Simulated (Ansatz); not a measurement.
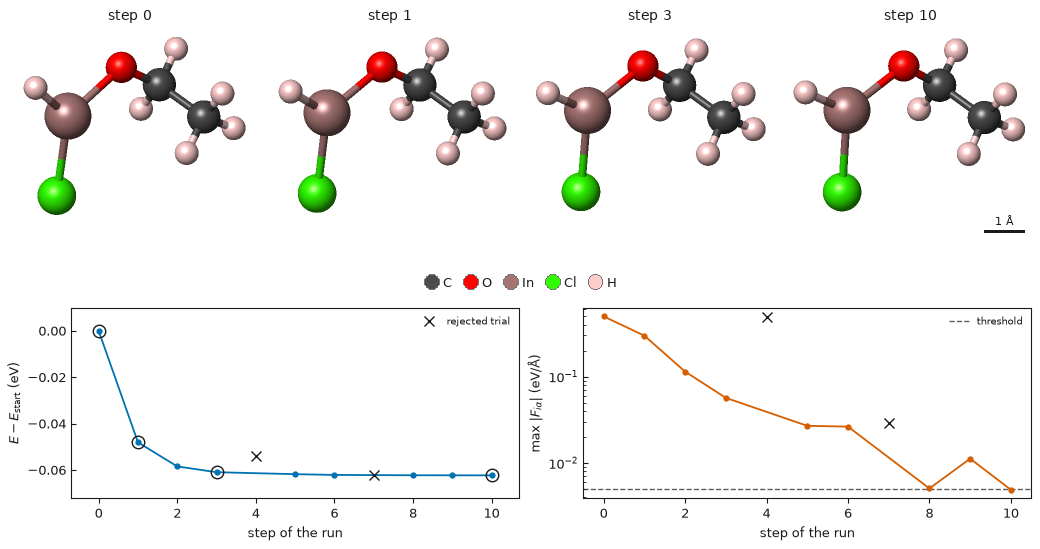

Frames of a relaxation of C2H6ClInO, marked on the history of the run. The picture is a ball-and-stick view, seen at a tilt.

The start comes from GFN2-xTB.

Method: RKS PBE0-D4/def2-TZVP in Ansatz 0.2.0.

Input
```yaml
crystal:
  periodic: [false, false, false]
  atoms:
    - {symbol: C, position_ang: [-0.810830, 0.903910, 0.823640]}
    - {symbol: C, position_ang: [-0.907840, -0.449100, 0.126680]}
    - {symbol: O, position_ang: [0.283470, -1.177070, 0.218230]}
    - {symbol: In, position_ang: [1.888470, -0.724210, -0.852440]}
    - {symbol: Cl, position_ang: [1.501830, 0.653340, -2.651210]}
    - {symbol: H, position_ang: [-0.525970, 0.765130, 1.864460]}
    - {symbol: H, position_ang: [-1.764980, 1.423910, 0.777550]}
    - {symbol: H, position_ang: [-0.043500, 1.510410, 0.328930]}
    - {symbol: H, position_ang: [-1.685590, -1.059540, 0.605190]}
    - {symbol: H, position_ang: [-1.205030, -0.293520, -0.924890]}
    - {symbol: H, position_ang: [3.269990, -1.553260, -0.316140]}
basis:
  gaussian: {orbitals: def2-TZVP}
hamiltonian: {xc: pbe0, dispersion: d4}
relax: {f_tol: 0.005, max_steps: 150}
```

Launched with:
```bash
ansatz run in.yaml --threads 4 --pin off --events-out ev --progress --plain --max-ram 10444MiB
```

### Describe the path.

The largest move after the best rigid fit is that of H11, 0.28 Å. Largest moves by element: H 0.28 Å, Cl 0.17 Å, In 0.15 Å, O 0.10 Å, C 0.04 Å. Near-neighbour distances that change, for instance: In4–Cl5 2.298 → 2.334 Å, O3–In4 1.982 → 1.965 Å, C1–C2 1.525 → 1.513 Å, C2–O3 1.399 → 1.410 Å. Among the angles between lasting bonds that change: O3–In4–H11 112.1° → 126.1°, Cl5–In4–H11 132.6° → 123.5°, O3–In4–Cl5 115.1° → 110.4°. The energy falls by 0.062 eV in 8 accepted moves (10 points after the start). The largest force component goes from 0.5 to 0.0049 eV/Å. The line search rejected the trial steps at points 4, 7 of the run. From step 0 to 1: H11 moves most (0.17 Å), energy −0.048 eV. From step 1 to 3: Cl5 moves most (0.10 Å), energy −0.013 eV. From step 3 to 10: H11 moves most (0.08 Å), energy −0.001 eV.

```csv
step,"E − E(0), eV","largest force component, eV/Å",note
0,0.0000,0.4973,
1,-0.0481,0.2977,
2,-0.0584,0.1144,
3,-0.0609,0.0568,
4,-0.0541,0.4950,rejected
5,-0.0618,0.0270,
6,-0.0621,0.0264,
7,-0.0621,0.0288,rejected
8,-0.0623,0.0051,
9,-0.0623,0.0112,
10,-0.0623,0.0049,
```
